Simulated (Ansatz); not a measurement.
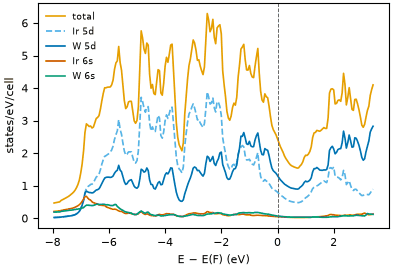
Figure: Total and projected density of states of IrW in space group Pmma (No. 51; Ir on 2f, W on 2e), PBEsol in the plane-wave PAW code Ansatz

Problem. Which orbitals carry the states next to the Fermi level?

Solution. Within 0.5 eV of the Fermi level: W 5d 55 %, Ir 5d 32 %, outside the projected shells 8 %. Projections are on Löwdin-orthogonalised atomic valence shells; empty p or d shells of many metals are not among them.

Problem. Where is the tallest occupied peak in this window, and what makes it?

Solution. Near -2.5 eV, about 6.3 states/eV per cell; the largest projected share is Ir 5d.

The workflow started from an entry of the Crystallography Open Database (COD). Its standing as an ambient phase is unchecked. Symmetry was held in the PBEsol relaxation; whether a distortion lowers the energy is not shown. No spin polarisation was allowed. Scalar-relativistic: spin–orbit coupling is off unless named, which matters more the heavier the elements.

Potentials: the later of the program's two PAW sets.
